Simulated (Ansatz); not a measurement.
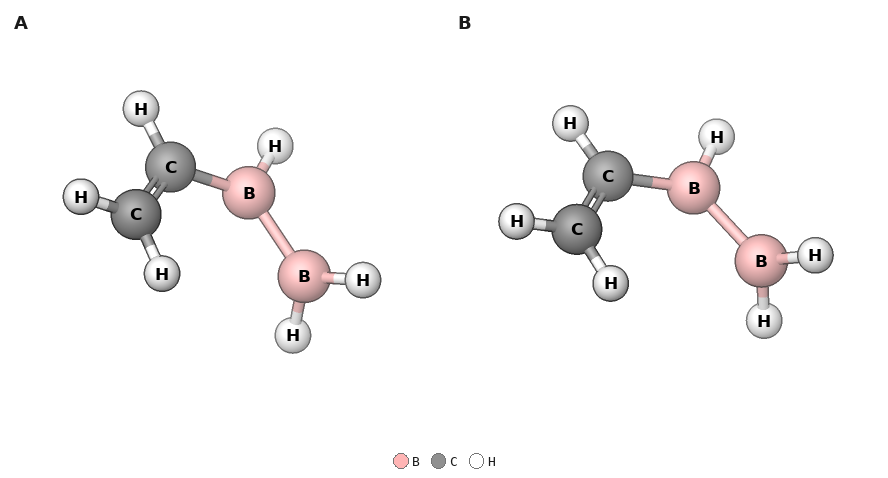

Depth is shown by fading: the farther an atom, the more it takes the colour of the background. Computed geometry: PBE0-D4/def2-TZVP optimisation. No frequency run is at hand to confirm it as a minimum.

Can A be turned into B by a rotation alone?

Answer. Yes. They are the same structure, C2H6B2 (BBC=C), seen from two directions. With point group Cs it is achiral, so its mirror image would be the same too.
